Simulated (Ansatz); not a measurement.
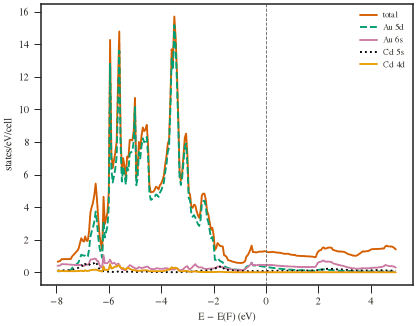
*Total and projected density of states of CdAu3 (Cu3Au type, Pm-3m), the program Ansatz at the PBEsol level (PAW)*

### Question
Which orbitals carry the states next to the Fermi level?

### Answer
Within 0.5 eV of the Fermi level: Au 6s 35 %, Au 5d 26 %, Cd 5s 7 %, outside the projected shells 31 %. Projections are on Löwdin-orthogonalised atomic valence shells; empty p or d shells of many metals are not among them.

### Question
Where is the tallest occupied peak in this window, and what makes it?

### Answer
Near -3.5 eV, about 16 states/eV per cell; the largest projected share is Au 5d.

The workflow started from an entry of the Crystallography Open Database (COD); the relaxed space group is not among those it files for this formula. COD files the formula under space group No. 123. Whether it is the stable phase at ambient conditions was not checked. The PBEsol relaxation kept the symmetry of its start; its stability against distortions is not shown here. Spin–orbit coupling is left out wherever it is not named.

Potentials: the later of the program's two PAW sets.
